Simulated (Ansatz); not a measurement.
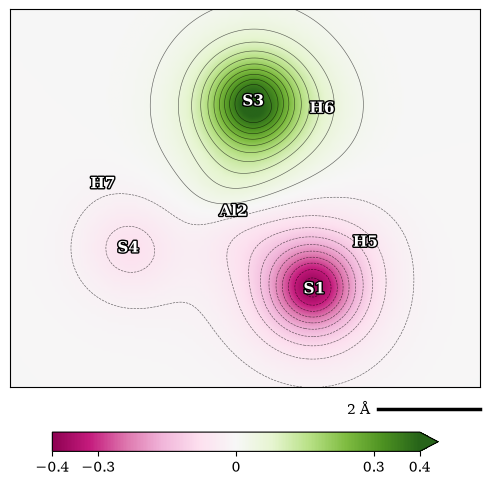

The picture shows: AlH3S3 (SMILES [SH][Al]([SH])[SH]). The HOMO−1 on a plane 0.8 Å above the molecular plane (values in Å⁻³ᐟ²; the overall sign is arbitrary).

Geometry: PBE0-D4/def2-TZVP.

Level of theory: RKS PBE0-D4/def2-TZVPP (Ansatz 0.2.0).

Input file:

```
crystal:
  periodic: [false, false, false]
  atoms:
    - {symbol: S, position_ang: [-2.187513, 0.342182, -0.008431]}
    - {symbol: Al, position_ang: [-0.074874, -0.062525, -0.345069]}
    - {symbol: S, position_ang: [1.441460, 0.008118, 1.219609]}
    - {symbol: S, position_ang: [0.523320, -0.563085, -2.374498]}
    - {symbol: H, position_ang: [-2.016494, 0.591477, 1.301117]}
    - {symbol: H, position_ang: [0.562348, 0.326823, 2.184868]}
    - {symbol: H, position_ang: [1.813054, -0.710991, -2.023195]}
basis:
  gaussian: {orbitals: def2-TZVPP}
hamiltonian: {xc: pbe0, dispersion: d4}
output: {orbitals: {seedname: orbitals}}
```

Launched as:

```sh
ansatz run in.yaml --threads 4 --pin off --events-out ev --progress --plain --max-ram 10444MiB
```

Question: Describe this orbital and give its energy.

Answer: It lies mainly on S3 (about 50 %) and S1 (about 40 %); it changes sign across the molecular plane (π type). Its energy is −7.81 eV.
